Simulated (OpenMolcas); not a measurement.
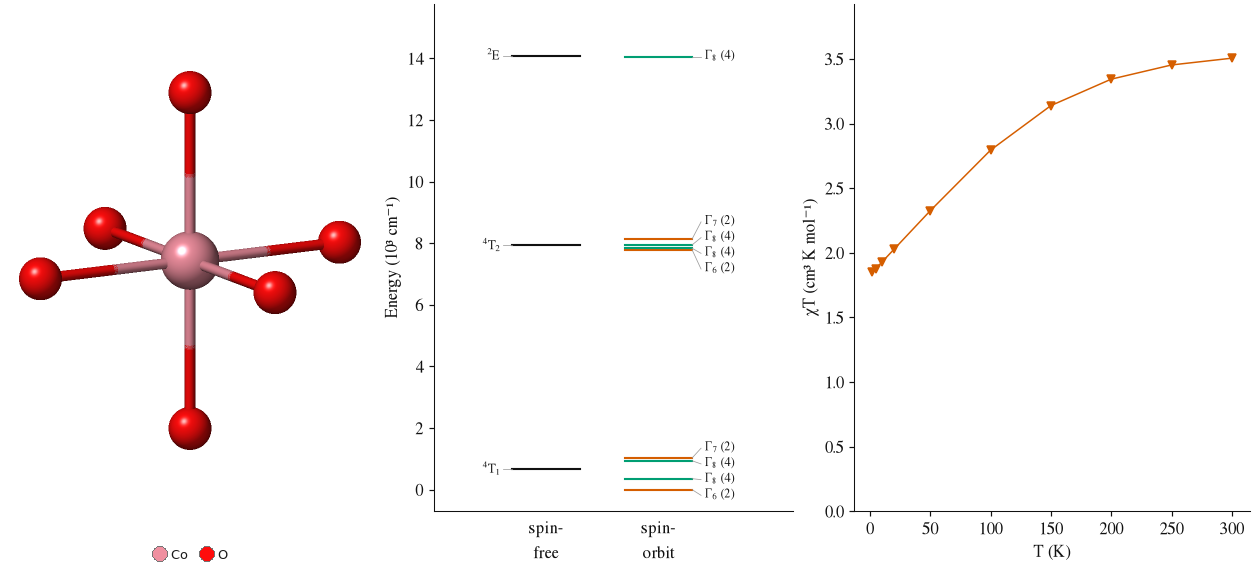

Co²⁺ (3d⁷) as a dopant in MgO, a cluster with its 6 nearest O²⁻ at 2.125 Å (octahedron) embedded in model potentials and point charges; the geometry was set, not optimised, and its levels and susceptibility. Labels give the representation in O, Td, D4 or D3 as the site allows (double group for half-integer spin) where it could be assigned and, in brackets, the degeneracy; spin-free states, where drawn, share the zero of the spin-orbit levels. Computed with OpenMolcas: state-averaged CASSCF, active space 7 electrons in the shell 3d, basis ANO-RCC-VTZP on the metal and ANO-RCC-VDZP on the ligands, DKH2 scalar Hamiltonian, spin-orbit coupling by RASSI with atomic mean-field integrals. Powder susceptibility by Van Vleck's formula.

What does the figure show?

The ground level is Γ₆, a Kramers doublet, 100 % from states of spin multiplicity 4. Its principal g values are 4.42, 4.42 and 4.42, isotropic. The next level lies at 355 cm⁻¹ (Γ₈). The lowest spin-free state is ⁴T₁, from the free-ion F term; of the same spin there follows at 7,260 cm⁻¹ (⁴T₂) above it. A ligand-field fit to the spin-free states gives |10Dq| = 8,280 cm⁻¹, B = 1,190 and C = 4,380 cm⁻¹ (rms misfit 80 cm⁻¹). χT is 1.85 cm³ K mol⁻¹ at 2 K and 3.51 at 300 K, an effective moment of 5.30 μB. The active orbitals hold 94 to 98 % metal character (Löwdin), and the Mulliken charge of the metal is +2.60.

Limits of the model: small active space favours high spin, ground spin may be wrong; the geometry is set by hand, with no relaxation and no charge compensation.
